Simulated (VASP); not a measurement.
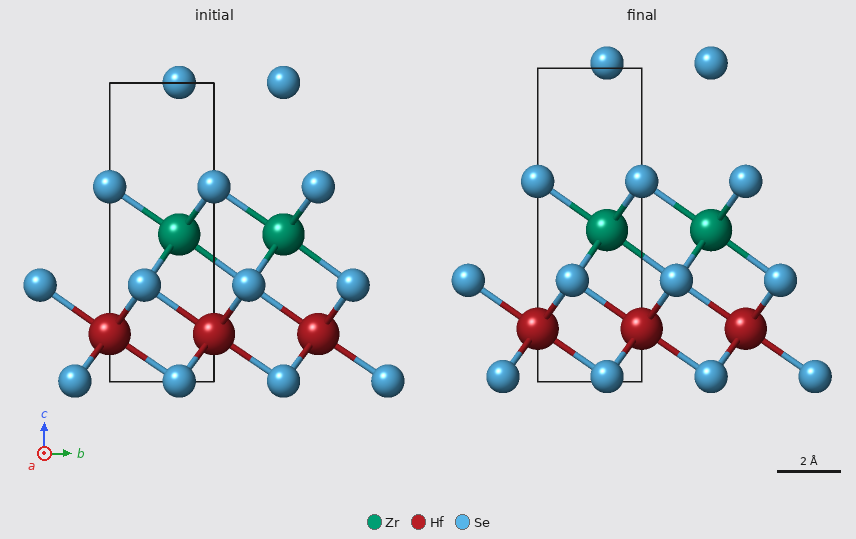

The structure of solid HfZrSe3 (a generated structure, set up in P3m1) before (left) and after (right) a relaxation, at one scale.

Style: ball-and-stick. Shown: the cell of the calculation, repeated 1 × 2 × 1 with one cell outlined, along the a axis.

The run lets cell and atoms move.

Method: VASP 6.6.1, Kohn-Sham DFT of a periodic cell, PBE, VASP PAW PBE potentials, recommended.

The input:
```
ALGO = Normal
EDIFF = 1E-6
EDIFFG = -0.01
ENCUT = 520
GGA = PE
IBRION = 2
ISIF = 3
ISMEAR = 0
KPAR = 4
LASPH = T
LCHARG = F
LREAL = F
LWAVE = F
NELM = 120
NSW = 90
PREC = Accurate
SIGMA = 0.1
```

Run as
```bash
cat potpaw_PBE.64/Zr_sv/POTCAR potpaw_PBE.64/Hf_pv/POTCAR potpaw_PBE.64/Se/POTCAR > POTCAR
mpirun -np 4 vasp_std > vasp.out
```

Q: Describe what moved and what it gained.

A: After 26 geometry steps the energy has fallen by 3.8 meV per atom. The largest force component goes from 0.31 to 0.0044 eV/Å. Pressure: 0.22 GPa at the start and 0.01 GPa at the end. A Se atom moves most relative to the cell: 0.14 Å along +c. Largest moves by element: Se 0.14 Å, Zr 0.10 Å, Hf 0.09 Å. Cell: a = b 3.844 → 3.834 Å (−0.3 %), c 9.529 → 10.005 Å (+5.0 %). Volume +4.4 %. Some distances before and after: Hf–Se 2.714 → 2.698 Å, Se–Zr 2.690 → 2.705 Å, Se–Zr 2.747 → 2.733 Å, Hf–Se 2.678 → 2.689 Å. The space group stays P3m1 (No. 156).

Limits of the set-up: layers or molecules are held without a dispersion correction, so their spacing is unreliable.
